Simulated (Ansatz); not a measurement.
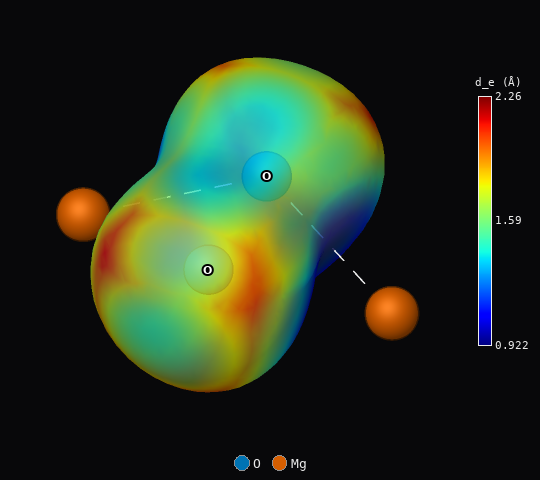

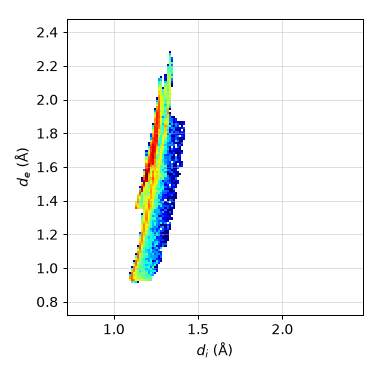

Hirshfeld surface computed for one O$_{2}$ unit (covalently bonded non-metal atoms) in YMgO$_{4}$ (Imma), coloured by d_e. Dashed lines lead to the closest neighbours outside. The second picture is its fingerprint plot, coloured by area on a logarithmic scale (blue little, red much).

The surface is where the fragment's share of the procrystal density (the sum of the densities of spherically averaged neutral Hartree-Fock atoms) equals one half. d_i and d_e are the distances from the surface to the nearest nucleus inside and outside. From Rb on the atoms have core potentials, so only their outer electrons count.

Source of the atomic positions: the end point of a relaxation (final pressure about -4.9 GPa) with DFT, PAW plane waves, r2scan in Ansatz 0.2.0; the starting structure was generated, so it need not be a known form of this composition.

```cif
data_structure
_symmetry_space_group_name_H-M 'Imma'
_symmetry_Int_Tables_number 74
_cell_length_a 6.7028
_cell_length_b 7.1181
_cell_length_c 6.7799
_cell_angle_alpha 90.000
_cell_angle_beta 90.000
_cell_angle_gamma 90.000
_cell_volume 323.47
loop_
_atom_site_label
_atom_site_type_symbol
_atom_site_symmetry_multiplicity
_atom_site_Wyckoff_symbol
_atom_site_fract_x
_atom_site_fract_y
_atom_site_fract_z
_atom_site_occupancy
Y1 Y 4 e 0.00000 0.25000 0.93968 1
O1 O 8 i 0.38779 0.25000 0.90896 1
O2 O 8 h 0.50000 0.44794 0.30789 1
Mg1 Mg 4 b 0.00000 0.00000 0.50000 1
```

**What is the shortest distance from the fragment to an atom outside it?**

O–Mg, 2.03 Å.

**How is the surface shared among contacts (nearest atom inside ··· nearest atom outside)?**

O···Mg 52 %, O···Y 31 %, O···O 17 %. The surface faces 9 neighbours with more than 2 % of its area each: 4 O + 3 Y + 2 Mg.

**Give the size and shape of the surface.**

It encloses about 14.0 Å³, has an area of about 30 Å² and a globularity of 0.93 (1 for a sphere).

**Where does the fingerprint reach closest to the origin?**

The smallest d_i + d_e is about 2.0 Å, which belongs to the shortest contact, O···Mg at 2.03 Å; d_e runs from 0.92 to 2.26 Å.
